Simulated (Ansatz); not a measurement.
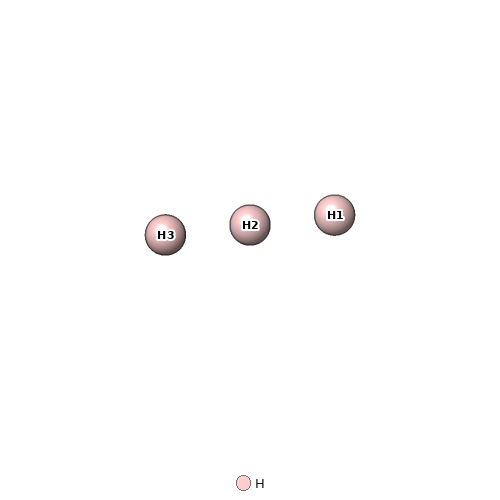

The system is H⁺ + H₂; the picture shows the reference structure. The first coordinate is: distance H1–H2; the second: distance H2–H3. Nothing is relaxed (the angle H1–H2–H3 is fixed at 180 degrees). The grid has 17 × 17 points; 153 points were computed and 136 follow by symmetry. Points are written as (first, second). All energies are given in kcal/mol relative to H with charge +1 far from the relaxed HH (each part in its own basis). The reference is spin-restricted, so regions where a bond is pulled apart into radicals lie too high. All numbers below come from Ansatz 0.2.0, RKS PBE-D4/aug-cc-pVTZ.

Its coordinates:

```xyz
3

H    -0.8640    0.0000    0.0000
H     0.0000    0.0000    0.0000
H     0.8640    0.0000    0.0000
```

Range: distance H1–H2 from 0.592 to 2.992 Å; distance H2–H3 from 0.592 to 2.992 Å.

### Predict the map.

The lowest grid point is at (0.864 Å, 0.864 Å), −68 kcal/mol from H with charge +1 far from the relaxed HH (each part in its own basis). It is the only kind of minimum in the scanned range. The highest grid point, (2.992 Å, 2.992 Å), lies 144 kcal/mol above the lowest. Round the minimum the contours are nearly round: the two directions are equally stiff and uncoupled.

```
distance H2–H3 ↓, distance H1–H2 →  0.657  0.864  1.121  1.411  1.728  2.067  2.424  2.799
                             2.799     −4    −12      2     23     42     57     67     73
                             2.424     −7    −15     −1     20     38     52     61     67
                             2.067    −12    −20     −7     13     30     44     52     57
                             1.728    −20    −29    −17      2     18     30     38     42
                             1.411    −32    −42    −31    −14      2     13     20     23
                             1.121    −47    −58    −47    −31    −17     −7     −1      2
                             0.864    −58    −68    −58    −42    −29    −20    −15    −12
                             0.657    −49    −58    −47    −32    −20    −12     −7     −4
```

The table holds every second grid line.

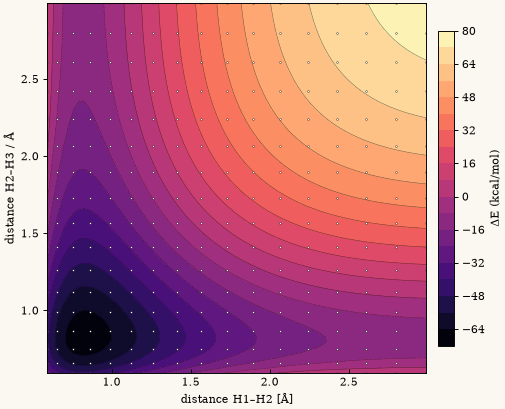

In the figure: filled contours, dots at the grid points. Between grid points the surface is interpolated.

The whole map (153 points run) took 51 s on 1 thread of Intel(R) Xeon(R) CPU @ 2.80GHz (Skylake/Cascade Lake), on a shared host.
